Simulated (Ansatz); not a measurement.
The starting structures come from a database of crystals and need not be the phases stable at ambient conditions.

 Where the default PAW files enter, the runs use the earlier of Ansatz's two default sets.

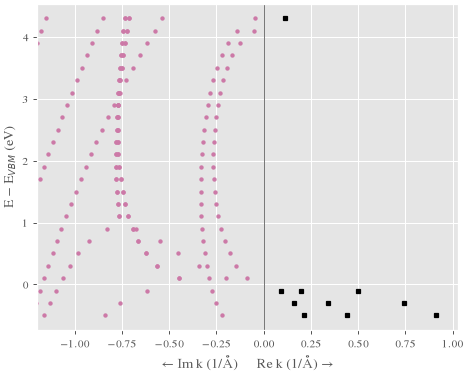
Fig. 1. Complex bands at the centre of the two-dimensional zone; Ansatz (a quantum-chemistry and plane-wave program) with r2SCAN

The gap is the functional's own. No spin-orbit coupling. Mid-gap values are interpolated on the energy grid.

**Question.** This is MgS (F-43m, zinc blende, not sure to be the ambient phase, 2 atoms a cell, 22.7 Å³ an atom) along the normal of (110). Read off the slowest decay at the centre of the two-dimensional zone at 2.10 eV, the computed energy nearest the middle of the gap.

**Answer.** κ ≈ 0.27 1/Å, a decay length 1/(2κ) of the density of 1.9 Å.
